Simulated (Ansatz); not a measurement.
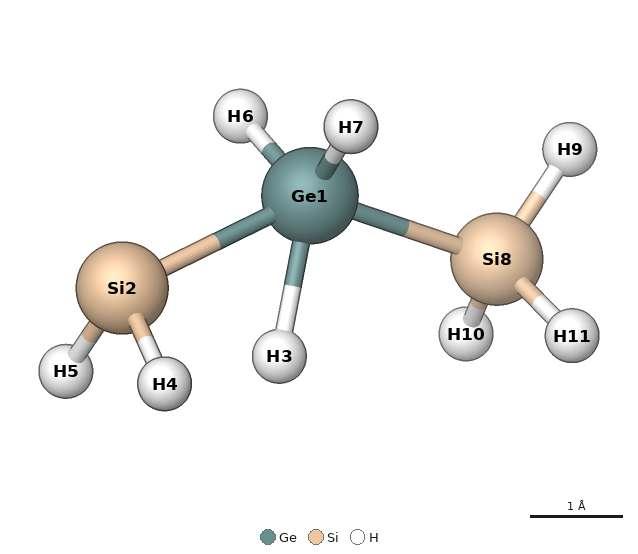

Figure made from data computed with Ansatz.

Geometry: start.

Estimate the angles Si2–Ge1–H3, Si2–Ge1–H6, Si2–Ge1–H7, Si2–Ge1–Si8, H3–Ge1–Si8, H6–Ge1–Si8, H7–Ge1–Si8, Ge1–Si2–H4, Ge1–Si2–H5, Ge1–Si8–H9, Ge1–Si8–H10, Ge1–Si8–H11.

```csv
angle,degrees
Si2–Ge1–H3,55.5
Si2–Ge1–H6,95.4
Si2–Ge1–H7,95.7
Si2–Ge1–Si8,139.6
H3–Ge1–Si8,84.1
H6–Ge1–Si8,105.8
H7–Ge1–Si8,105.8
Ge1–Si2–H4,107.2
Ge1–Si2–H5,106.9
Ge1–Si8–H9,110.3
Ge1–Si8–H10,109.7
Ge1–Si8–H11,109.7
```
